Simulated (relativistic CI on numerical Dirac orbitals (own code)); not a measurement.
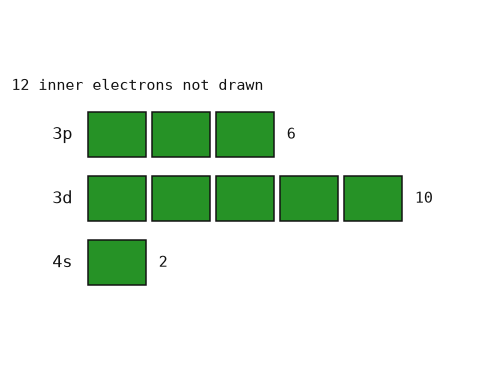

Fig. 1: The outer shells of the leading configuration of the lowest level: a box for each of the 2l + 1 orbitals, shaded by the share of the shell that is filled, with the electron count at the right.

Run report: Se⁴⁺, relativistic CI calculation

- system: Se⁴⁺.
- method: Dirac-Coulomb-Breit CI, KLI orbitals of one mean potential, model QED (radiative potential, 1s self-energy scaled to tabulated hydrogen-like ionisation energies), valence Slater integrals scaled by 0.85, P86 correlation energy added to each configuration (relativistic CI on numerical Dirac orbitals, in-house)

Input:
```
atom Se  Z=34  charge=4  electrons=30
nucleus A=80  rms_radius_fm=4.1400
hamiltonian dirac-coulomb  breit=on  qed=on  c_scale=1
orbitals kli  potential=mean
slater_scale 0.85
correlation p86
mixing on
configurations
  [Ar] 3d10 4s2
  [Ar] 3d10 4s 4p
  [Ar] 3d10 4p2
  [Ar] 3d10 4s 4d
  [Ar] 3d10 4s 4f
  [Ar] 3d10 4d2
  [Ar] 3d10 4p 4d
  [Ar] 3d10 4s 5s
  [Ar] 3d10 4s 5p
  [Ar] 3d10 4f2
  [Ar] 3d10 4p 4f
  [Ar] 3d10 4s 5d
  [Ar] 3d10 4s 6s
  [Ar] 3d10 4s 6p
  [Ar] 3d10 4p 5s
  [Ar] 3d10 4s 5f
end
```

Launched within a batch (the task file carries these settings):
```bash
python <driver script> task.json out
```

The program writes its results to a structured record and prints no log; tables and figures of this report are taken from that record.

The lowest 30 levels:

| Configuration | Level | E (cm⁻¹) | LS purity (%) | Landé g | Lifetime (s; – stable or not computed) |
| --- | --- | --- | --- | --- | --- |
| 4s² | ¹S₀ | 0 | 98 | – | – |
| 4s 4p | ³P°₀ | 86,750 | 100 | – | – |
| 4s 4p | ³P°₁ | 88,290 | 99 | 1.499 | 1.8×10⁻⁷ |
| 4s 4p | ³P°₂ | 91,740 | 100 | 1.501 | 1.5×10⁰ |
| 4s 4p | ¹P°₁ | 129,500 | 98 | 1.001 | 1.4×10⁻¹⁰ |
| 4p² | ³P₀ | 209,700 | 98 | – | 1.6×10⁻¹⁰ |
| 4p² | [4p₁/₂ 4p₃/₂] J = 2 | 210,700 | 67 | 1.092 | 6.2×10⁻¹⁰ |
| 4p² | ³P₁ | 211,900 | 100 | 1.501 | 1.6×10⁻¹⁰ |
| 4p² | ³P₂ | 216,100 | 81 | 1.409 | 1.8×10⁻¹⁰ |
| 4p² | ¹S₀ | 246,100 | 95 | – | 1.4×10⁻¹⁰ |
| 4s 4d | ³D₁ | 254,900 | 100 | 0.499 | 8.2×10⁻¹¹ |
| 4s 4d | ³D₂ | 255,100 | 100 | 1.167 | 8.3×10⁻¹¹ |
| 4s 4d | ³D₃ | 255,400 | 100 | 1.334 | 8.6×10⁻¹¹ |
| 4s 4d | ¹D₂ | 278,000 | 80 | 1.000 | 6.0×10⁻¹¹ |
| 4s 5s | ³S₁ | 285,500 | 100 | 2.002 | 9.8×10⁻¹¹ |
| 4s 5s | ¹S₀ | 294,600 | 99 | – | 1.4×10⁻¹⁰ |
| 4s 5p | ³P°₀ | 323,800 | 99 | – | 6.5×10⁻¹⁰ |
| 4s 5p | ³P°₁ | 324,200 | 96 | 1.483 | 6.2×10⁻¹⁰ |
| 4s 5p | ³P°₂ | 325,400 | 99 | 1.501 | 6.2×10⁻¹⁰ |
| 4s 5p | ¹P°₁ | 328,000 | 93 | 1.018 | 4.3×10⁻¹⁰ |
| 4p 4d | ³F°₂ | 350,200 | 79 | 0.675 | 3.8×10⁻⁹ |
| 4p 4d | ³F°₃ | 351,800 | 77 | 1.084 | 6.3×10⁻⁹ |
| 4p 4d | ³F°₄ | 354,000 | 73 | 1.250 | 1.1×10⁻⁶ |
| 4p 4d | ¹D°₂ | 359,900 | 95 | 1.003 | 1.1×10⁻¹⁰ |
| 4s 4f | ¹F°₃ | 361,400 | 74 | 1.002 | 1.2×10⁻¹⁰ |
| 4p 4d | ³P°₂ | 370,900 | 61 | 1.357 | 6.6×10⁻¹¹ |
| 4p 4d | [4p₁/₂ 4d₃/₂] J = 1 | 371,300 | 62 | 0.873 | 5.7×10⁻¹¹ |
| 4s 4f | ³F°₃ | 373,600 | 55 | 1.162 | 7.3×10⁻¹¹ |
| 4s 4f | ³F°₂ | 373,600 | 70 | 0.768 | 8.6×10⁻¹¹ |
| 4p 4d | ³P°₀ | 374,000 | 99 | – | 7.2×10⁻¹¹ |

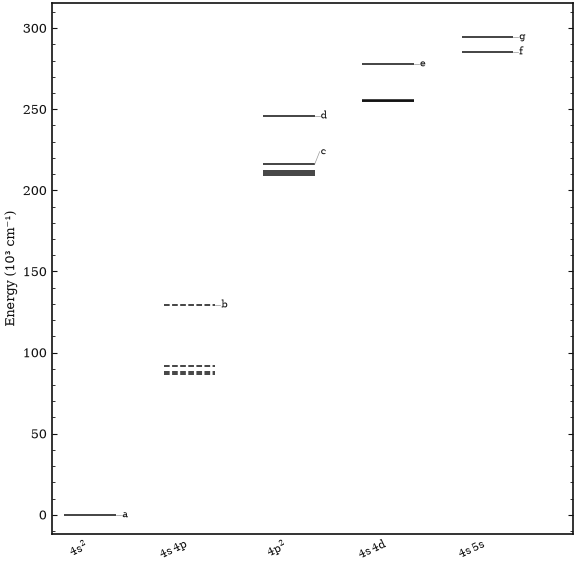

Fig. 2: The lowest levels of Se⁴⁺, with 7 of them lettered. a: 4s² ¹S₀ at 0; b: 4s 4p ¹P°₁ at 129,500 cm⁻¹; c: 4p² ³P₂ at 216,100 cm⁻¹; d: 4p² ¹S₀ at 246,100 cm⁻¹; e: 4s 4d ¹D₂ at 278,000 cm⁻¹; f: 4s 5s ³S₁ at 285,500 cm⁻¹; g: 4s 5s ¹S₀ at 294,600 cm⁻¹.

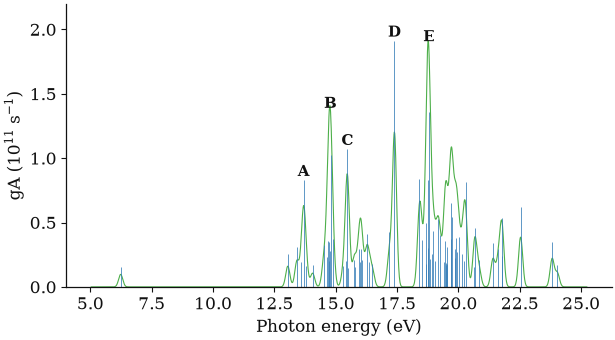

Fig. 3: The stronger electric dipole lines (weighted rates gA) for Se V (Se⁴⁺). The envelope is a Gaussian of full width 0.2 eV, scaled to the tallest stick. A: 4p 4f ³G₅ → 4s 4f ³F°₄, 13.70 eV, gA = 8.3×10¹⁰ s⁻¹; B: 4s 4f ³F°₄ → 4s 4d ³D₃, 14.79 eV, gA = 1.0×10¹¹ s⁻¹; C: 4p 4d ¹F°₃ → 4s 4d ¹D₂, 15.48 eV, gA = 1.1×10¹¹ s⁻¹; D: 4d² ¹G₄ → 4p 4d ¹F°₃, 17.39 eV, gA = 1.9×10¹¹ s⁻¹; E: 4d² ³F₄ → 4p 4d ³D°₃, 18.79 eV, gA = 1.4×10¹¹ s⁻¹. The strongest, D, lies in the extreme ultraviolet region.

Results in brief:

- outcome: converged
- lowest level: 4s² ¹S₀
- first excited level: 4s 4p ³P°₀, 86,746 cm⁻¹
- levels computed: 88
- SCF iterations: 9
- hardware: 1 CPU thread, shared host

Remarks:

Caveats: configurations can be misplaced by up to about 7 % of their energy; only a limited list of configurations is included, so lower levels can be missing; only lines among the lowest 75 of 88 levels are drawn.
